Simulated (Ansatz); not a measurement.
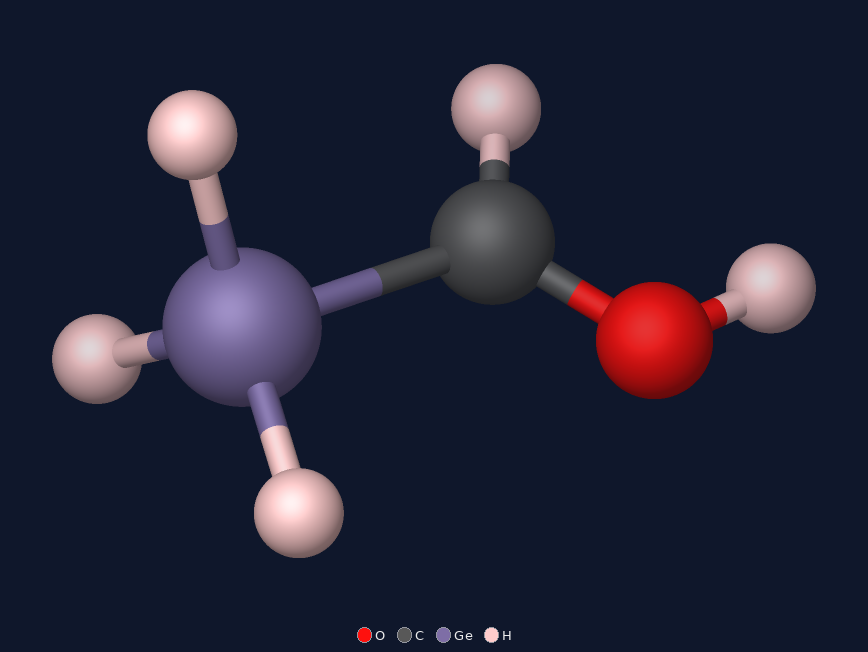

The species has charge +1 and is a spin singlet. Computed geometry: PBE-D4/def2-SVP optimisation. No frequency run is at hand to confirm it as a minimum. Properties computed with RKS PBE-D4/def2-SVP (Ansatz 0.2.0).

Give the dispersion correction at this level.

−9.1 kJ/mol.
